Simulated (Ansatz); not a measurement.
# One shape, several levels: C3H9Ga (trimethylgallium (TMGa))

We compute a comparison of 6 runs (HF/3-21G, HF/def2-SVP, B3LYP/6-31G*, PBE0/def2-SVP, B3LYP/6-311G**, CCSD/6-31G) of C3H9Ga (trimethylgallium (TMGa)). 

Program for the calculation: Ansatz 0.2.0.

10 further runs of the same task are left out: 2 for a known fault of the program, 2 that didn't finish, 6 set aside as unsound or not needed. Runs told in other sessions of the task aren't counted.

## (1) Starting point

C3H9Ga has 13 atoms, charge 0, and is taken as a singlet. As SMILES, `C[Ga](C)C`. The coordinates come from a PBE0-D4/def2-TZVP relaxation.

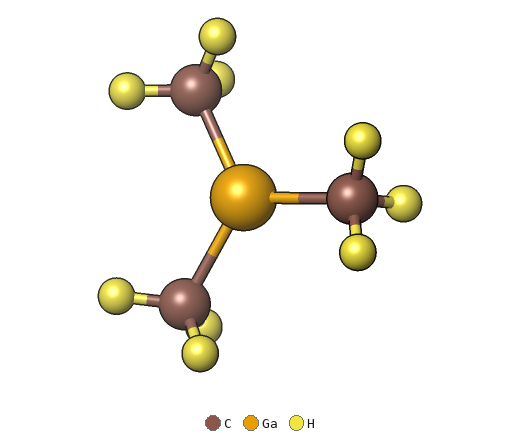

Viewed from a chosen angle; carbon brown, gallium amber, hydrogen yellow.

## (2) Energy and gradient at HF/3-21G (run 1)

File input.yaml:

```yaml
crystal:
  periodic: [false, false, false]
  atoms:
    - {symbol: C, position_ang: [-0.386610, 1.662740, -0.990030]}
    - {symbol: Ga, position_ang: [0.030950, -0.015220, -0.033330]}
    - {symbol: C, position_ang: [1.404300, -0.017040, 1.387570]}
    - {symbol: C, position_ang: [-0.984810, -1.662120, -0.433110]}
    - {symbol: H, position_ang: [0.495980, 2.295540, -1.105570]}
    - {symbol: H, position_ang: [-1.118900, 2.235600, -0.410630]}
    - {symbol: H, position_ang: [-0.822360, 1.479540, -1.974110]}
    - {symbol: H, position_ang: [2.207150, 0.693340, 1.179140]}
    - {symbol: H, position_ang: [1.838150, -1.007150, 1.540450]}
    - {symbol: H, position_ang: [0.944020, 0.286540, 2.334210]}
    - {symbol: H, position_ang: [-1.317660, -1.695390, -1.472580]}
    - {symbol: H, position_ang: [-1.882270, -1.692900, 0.194460]}
    - {symbol: H, position_ang: [-0.407960, -2.563490, -0.216480]}
basis:
  gaussian:
    orbitals: 3-21G-spherical.json
hamiltonian:
  xc: hf
accuracy: high
output: {forces: true, orbitals: {seedname: orbitals}}
```

The basis set 3-21G is read from a file made from the Basis Set Exchange's data (not shown).

Command:

```console
$ ansatz run input.yaml --threads 1 --pin off --max-ram 3480MiB --events-out events.jsonl --progress --plain --runs-dir runs
```

Output:

```text
Warning: RAYON_NUM_THREADS=1 ignored (pool sized by the plan → 1); use --threads N
[... 12 lines left out ...]
Total energy: -55295.15284818 eV, -2032.0593867698 hartree
[... 13 lines left out ...]
Dipole moment:    -0.009796     0.005166     0.010770 e Å
```

It took 3.9 s on 1 thread of Intel Xeon Platinum 8259CL at 2.50GHz (Skylake/Cascade Lake), shared host.

## (3) Energy and forces at HF/def2-SVP (run 2)

File molecule.yaml:

```yaml
crystal:
  periodic: [false, false, false]
  atoms:
    - symbol: C
      position_ang: [-0.386610, 1.662740, -0.990030]
    - symbol: Ga
      position_ang: [0.030950, -0.015220, -0.033330]
    - symbol: C
      position_ang: [1.404300, -0.017040, 1.387570]
    - symbol: C
      position_ang: [-0.984810, -1.662120, -0.433110]
    - symbol: H
      position_ang: [0.495980, 2.295540, -1.105570]
    - symbol: H
      position_ang: [-1.118900, 2.235600, -0.410630]
    - symbol: H
      position_ang: [-0.822360, 1.479540, -1.974110]
    - symbol: H
      position_ang: [2.207150, 0.693340, 1.179140]
    - symbol: H
      position_ang: [1.838150, -1.007150, 1.540450]
    - symbol: H
      position_ang: [0.944020, 0.286540, 2.334210]
    - symbol: H
      position_ang: [-1.317660, -1.695390, -1.472580]
    - symbol: H
      position_ang: [-1.882270, -1.692900, 0.194460]
    - symbol: H
      position_ang: [-0.407960, -2.563490, -0.216480]
basis:
  gaussian: {orbitals: def2-SVP}
hamiltonian: {xc: hf}
accuracy: high
output: {forces: true, orbitals: {seedname: orbitals}}
```

Command:

```console
$ ansatz run molecule.yaml --threads 1 --pin off --max-ram 3480MiB --events-out events.jsonl --progress --plain --runs-dir runs
```

Output:

```text
Warning: RAYON_NUM_THREADS=1 ignored (pool sized by the plan → 1); use --threads N
[... 12 lines left out ...]
Total energy: -55559.10420874 eV, -2041.7594203580 hartree
[... 13 lines left out ...]
Dipole moment:    -0.005016     0.002340     0.005355 e Å
```

It took 15 s on 1 thread of Intel Xeon Platinum 8259CL at 2.50GHz (Skylake/Cascade Lake), shared host.

Runs 3 to 4 aren't shown in full; the table further down has their settings and results.

## (4) Energy and gradient at B3LYP/6-311G(d,p) (run 5)

File job.yaml:

```yaml
crystal:
  periodic: [false, false, false]
  atoms:
    - symbol: C
      position_ang: [-0.386610, 1.662740, -0.990030]
    - symbol: Ga
      position_ang: [0.030950, -0.015220, -0.033330]
    - symbol: C
      position_ang: [1.404300, -0.017040, 1.387570]
    - symbol: C
      position_ang: [-0.984810, -1.662120, -0.433110]
    - symbol: H
      position_ang: [0.495980, 2.295540, -1.105570]
    - symbol: H
      position_ang: [-1.118900, 2.235600, -0.410630]
    - symbol: H
      position_ang: [-0.822360, 1.479540, -1.974110]
    - symbol: H
      position_ang: [2.207150, 0.693340, 1.179140]
    - symbol: H
      position_ang: [1.838150, -1.007150, 1.540450]
    - symbol: H
      position_ang: [0.944020, 0.286540, 2.334210]
    - symbol: H
      position_ang: [-1.317660, -1.695390, -1.472580]
    - symbol: H
      position_ang: [-1.882270, -1.692900, 0.194460]
    - symbol: H
      position_ang: [-0.407960, -2.563490, -0.216480]
basis:
  gaussian:
    orbitals: 6-311G_st__st_.json
accuracy: high
output: {forces: true, orbitals: {seedname: orbitals}}
hamiltonian:
  xc: {name: B3LYP}
```

The basis set 6-311G** is read from a file made from the Basis Set Exchange's data (not shown).

Command:

```console
$ ansatz run job.yaml --threads 1 --pin off --max-ram 3480MiB --events-out events.jsonl --progress --plain --runs-dir runs
```

Output:

```text
Warning: RAYON_NUM_THREADS=1 ignored (pool sized by the plan → 1); use --threads N
[... 16 lines left out ...]
Total energy: -55637.78140335 eV, -2044.6507539305 hartree
[... 13 lines left out ...]
Dipole moment:    -0.008651     0.003900     0.009145 e Å
```

Wall time 29 s (1 thread of Intel Xeon Platinum 8259CL at 2.50GHz (Skylake/Cascade Lake), shared host); peak memory 0.7 GiB.

## (5) Energy and forces at CCSD/6-31G (run 6)

job.yaml: that of step 4 with these lines changed.

```diff
@@ -30,7 +30,7 @@
 basis:
-  gaussian:
-    orbitals: 6-311G_st__st_.json
+  gaussian: {orbitals: 6-31G-spherical.json}
+total_charge: 0
+correlation: {method: ccsd, frozen_orbitals: {C: 1, Ga: 9, H: 0}}
 accuracy: high
+scf: {omitted_lower_state_checks: [cluster_reference, increment]}
 output: {forces: true, orbitals: {seedname: orbitals}}
-hamiltonian:
-  xc: {name: B3LYP}
```

The basis set 6-31G is read from a file made from the Basis Set Exchange's data (not shown).

Command:

```console
$ ansatz run job.yaml --threads 1 --pin off --max-ram 3480MiB --events-out events.jsonl --progress --plain --runs-dir runs
```

Output:

```text
Warning: RAYON_NUM_THREADS=1 ignored (pool sized by the plan → 1); use --threads N
[... 11 lines left out ...]
12 core orbitals not correlated: weight in the atoms' cores, before any rotation towards them, 1.000 or more for the frozen orbitals, at most 0.000 for the correlated occupied ones
[... 22 lines left out ...]
Total energy: -55572.36631821 eV, -2042.2467938914 hartree
[... 13 lines left out ...]
Dipole moment:    -0.014843     0.007434     0.016089 e Å
Checks for a lower state left out: cluster_reference, increment
```

It took 37 s on 1 thread of Intel Xeon Platinum 8259CL at 2.50GHz (Skylake/Cascade Lake), shared host.

## (6) The series

```
run                               level  Cartesian functions  frozen core orbitals   energy (Eh)  dipole moment (D)  HOMO energy (eV)  LUMO energy (eV)  wall time
  1                            HF/3-21G                   no                     –  -2032.059387               0.07            -10.18              2.40      3.9 s
  2                         HF/def2-SVP                   no                     –  -2041.759420               0.04            -10.35              2.38       15 s
  3  B3LYP/6-31G* (Cartesian functions)                  yes                     –  -2044.372397               0.08             -6.96             -0.66       19 s
  4                       PBE0/def2-SVP                   no                     –  -2043.854287               0.09             -7.38             -0.46       30 s
  5                      B3LYP/6-311G**                   no                     –  -2044.650754               0.06             -7.18             -0.82       29 s
  6                          CCSD/6-31G                   no                    12  -2042.246794               0.11            -10.24              2.20       37 s
```

## (7) Outcome

```
                                           quantity           value
                                run 6: total energy  -2042.24679 Eh
          run 6: dipole moment (correlated density)          0.11 D
         run 6: HOMO energy (Hartree–Fock orbitals)       -10.24 eV
         run 6: LUMO energy (Hartree–Fock orbitals)         2.20 eV
       run 6: HOMO–LUMO gap (Hartree–Fock orbitals)        12.44 eV
run 6: correlation energy (12 core orbitals frozen)      -516.6 mEh
                               run 6: T1 diagnostic           0.008
                    run 6: largest force on an atom      0.404 eV/Å
```

**Reading.** The dipole moment (its size) runs from 0.04 D (HF/def2-SVP) to 0.11 D (CCSD/6-31G). The two ends differ in method and basis. Over runs 1, 2, 3, 4, 5 the HOMO–LUMO gap runs from 6.30 eV (B3LYP/6-31G*) to 12.73 eV (HF/def2-SVP). Totals of different functionals can't be ranked against each other. All runs together took 2.2 min, the longest 37 s.
